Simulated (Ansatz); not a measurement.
**Swapping OH for F on C: the HOMO–LUMO gap**

Gas-phase molecules. On one C centre that keeps SiH3, n of the OH ligands are replaced by F. The HOMO–LUMO gap y in eV at wB97X-V/def2-TZVPP. Shapes: PBE0-D4/def2-TZVP. Flexible molecules stand in one conformer, not always the lowest. Programs: Ansatz 0.2.0.

| molecule | n | y (eV) |
| --- | --- | --- |
| CH6O3Si | 0 | 12.59 |
| CH5FO2Si | 1 | ? |
| CH4F2OSi | 2 | 14.16 |
| SiH3(CF3) | 3 | 14.12 |

Q: Fit y = c + s·n to the known rows and predict CH5FO2Si.

A: 
1. Means of the 3 rows: n = 1.66667, y = 13.623.
2. Σ(Δn)² = 4.6667, Σ(Δn·Δy) = 2.5633, so the slope is 2.5633/4.6667 = 0.54927.
3. Intercept: 13.623 − (0.54927) × 1.66667 = 12.708. The largest residual of the fit is 0.35.
4. CH5FO2Si: 12.708 + (0.54927) × 1 = 13.26 eV.

The run gave 13.15 eV, so the prediction is off by +0.11 eV, within the largest residual. The steps per swap are uneven (+0.56, +1.01, -0.04), so a line is a poor model. Other levels give for CH5FO2Si: PBE-D4/def2-TZVPP 6.42; r2SCAN-D4/def2-TZVPP 7.23; wB97M-V/def2-TZVPP 12.66 eV. Orbital gaps aren't excitation energies, and the LUMO depends on the basis. The series isn't monotonic at this level.

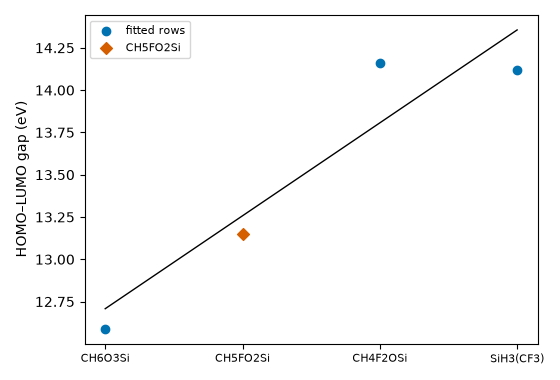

The fitted line, with the withheld member.
